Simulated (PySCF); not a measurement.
**ClNTi at other levels of theory**

Aim: see what other levels and later steps give for ClNTi.

The runs use PySCF 2.14.0; method and basis as typed in the scripts.

## 1. Starting geometry

ClNTi: 3 atoms, charge 0, spin multiplicity 1.

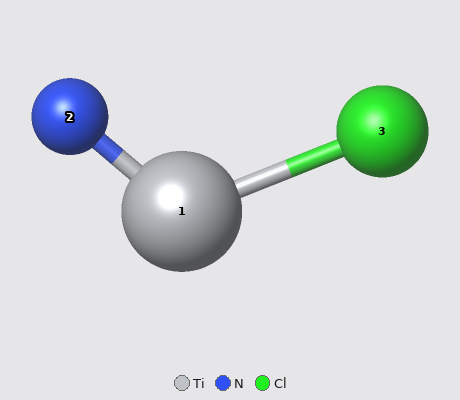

As it starts; titanium light grey, nitrogen blue, chlorine green; atoms are numbered from 1 in the order of the file.

## 2. The run that the others are compared with

input.py

```python
from pyscf import gto, scf, mp

mol = gto.M(
    atom='Ti -0.5117 0 -0.5385; N -1.8363 0 0.2569; Cl 1.4367 0 0.635',
    basis='6-31g',
    charge=0,
    spin=0,
    symmetry=True,
    verbose=3,
)
mf = scf.RHF(mol)
mf.kernel()
mp.MP2(mf, frozen=11).kernel()
mf.dip_moment()
print('orbital energies (hartree):', mf.mo_energy[..., max(0, mol.nelec[1]-3):mol.nelec[0]+3].round(4))
```

Started as:

```
OMP_NUM_THREADS=1 python input.py
```

## 3. UHF

Edit 1 changes SCF type: RHF → UHF.

input.py

```python
from pyscf import gto, scf, mp

mol = gto.M(
    atom='Ti -0.5117 0 -0.5385; N -1.8363 0 0.2569; Cl 1.4367 0 0.635',
    basis='6-31g',
    charge=0,
    spin=0,
    symmetry=True,
    verbose=3,
)
mf = scf.UHF(mol)
mf.kernel()
mp.MP2(mf, frozen=11).kernel()
mf.dip_moment()
print('orbital energies (hartree):', [e[max(0, n-3):n+3].round(4) for e, n in zip(mf.mo_energy, mol.nelec)])
```

## 4. ROHF

Edit 2 changes SCF type: RHF → ROHF.

input.py: that of step 2 with these lines changed.

```diff
@@ -10,3 +10,3 @@
 )
-mf = scf.RHF(mol)
+mf = scf.ROHF(mol)
 mf.kernel()
```

## 5. O3lyp (RKS)

Edit 3 changes functional: none (Hartree–Fock) → o3lyp; SCF type: RHF → RKS; step after the SCF: mp2 → analyze.

input.py

```python
from pyscf import gto, dft

mol = gto.M(
    atom='Ti -0.5117 0 -0.5385; N -1.8363 0 0.2569; Cl 1.4367 0 0.635',
    basis='6-31g',
    charge=0,
    spin=0,
    symmetry=True,
    verbose=3,
)
mf = dft.RKS(mol, xc='o3lyp')
mf.kernel()
mf.analyze()
print('orbital energies (hartree):', mf.mo_energy[..., max(0, mol.nelec[1]-3):mol.nelec[0]+3].round(4))
```

## 6. SCF alone

Edit 4 changes step after the SCF: mp2 → none.

input.py: that of step 2 with these lines changed.

```diff
@@ -1,2 +1,2 @@
-from pyscf import gto, scf, mp
+from pyscf import gto, scf
 
@@ -12,3 +12,2 @@
 mf.kernel()
-mp.MP2(mf, frozen=11).kernel()
 mf.dip_moment()
```

What does the calculation give? Wanted: for each run, E(SCF); from base; gap; SCF dipole; after the SCF.

As calculated:

```csv
run,E(SCF) (hartree),from base (eV),gap (eV),SCF dipole (D),after the SCF
base,-1362.199607,0,9.58,7.28,"MP2 correlation -12.646 eV, core frozen"
UHF,-1362.199607,0.0000,9.58,7.28,"MP2 correlation -12.646 eV, core frozen"
ROHF,-1362.199607,0.0000,n/a,7.28,"MP2 correlation -12.646 eV, core frozen"
o3lyp (RKS),-1364.359595,not comparable,3.00,6.19,n/a
SCF alone,-1362.199607,0.0000,9.58,7.28,n/a
```

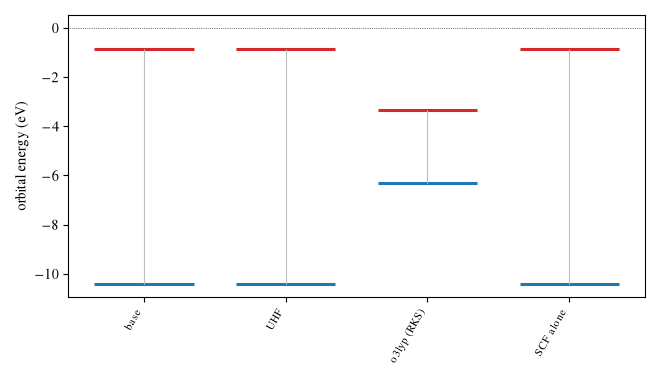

Frontier levels by run: filled blue, empty red.

**Reading.** With UHF or ROHF the SCF ends at the base energy. A lower total energy from another functional means nothing by itself.
